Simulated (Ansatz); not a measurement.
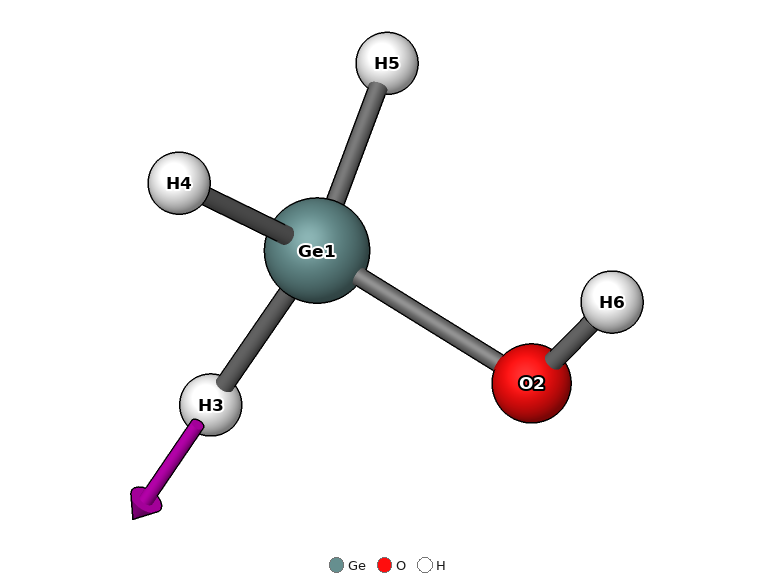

The arrows show one normal mode. Harmonic vibrations computed with RKS PBE0-D4/def2-TZVP (Ansatz 0.2.0) at a stationary point of the same level.

### What kind of motion is it?

Mostly Ge–H stretching.

### At what wavenumber does it lie?

2196 cm⁻¹; it is mode 11 of 12 counted from the lowest.
